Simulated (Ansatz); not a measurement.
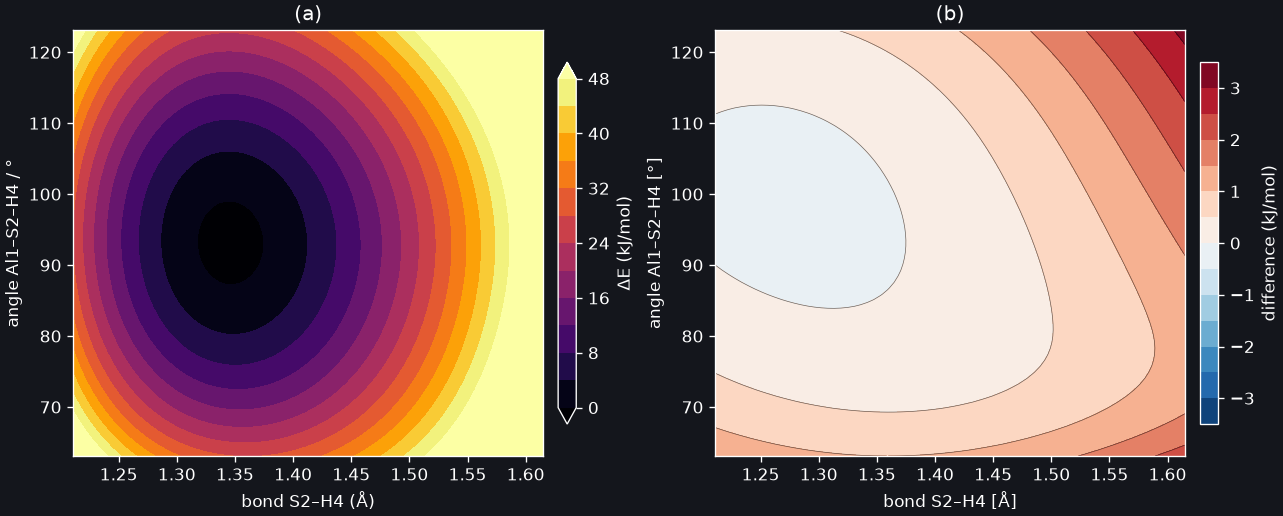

AlH₂S, SMILES [AlH][SH], spin multiplicity 2. 
- Two internal coordinates are moved rigidly from the geometry relaxed at PBE0-D4/def2-TZVP, all others fixed.
- First axis: bond S2–H4. Second axis: angle Al1–S2–H4.
- The scan uses a 7 × 7 grid.
- Points are written as (first, second).
- Energies: kJ/mol, counted from each map's own lowest point.
- The calculation used Ansatz 0.2.0, UKS r2SCAN-D4/def2-TZVPP.

Panel (a): Ansatz 0.2.0, UKS r2SCAN-D4/def2-TZVPP. Panel (b): the map at Ansatz, UKS PBE0-D4/def2-TZVPP less the map of (a), each from its own lowest point.

How does the change of method alter the landscape?

Answer. The difference runs from −0.15 kJ/mol at (1.250 Å, 103°) to 3.1 kJ/mol at (1.615 Å, 123°). The interpolated minimum moves from 1.3458 to 1.3450 Å in bond S2–H4 and 93.1 to 93.2° in angle Al1–S2–H4.
